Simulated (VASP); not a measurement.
Band structure of HgO (space group R3m). All values below come from PBE GGA, VASP's PBE PAW potentials (set 64) (plane waves; VASP).

Unless said otherwise, spin-orbit coupling is left out, though it shifts the bands of the heavy elements here.

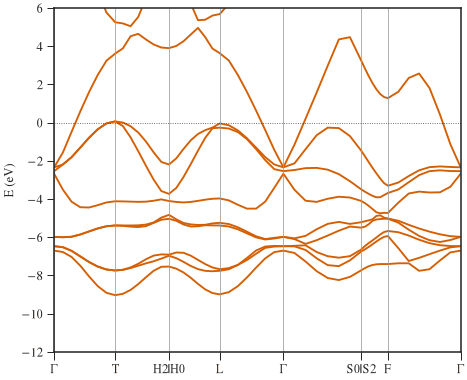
*Bands along high-symmetry lines, zero at the valence-band maximum or, without a gap, the Fermi level*

Problem. Read the plot: is there a gap, and where are the band edges?

Solution. It has no gap at this level: it comes out as a metal or semimetal.

The structure was generated: HgO was put into an ordered model structure, which need not be its known phase. The cell was not relaxed at this level.
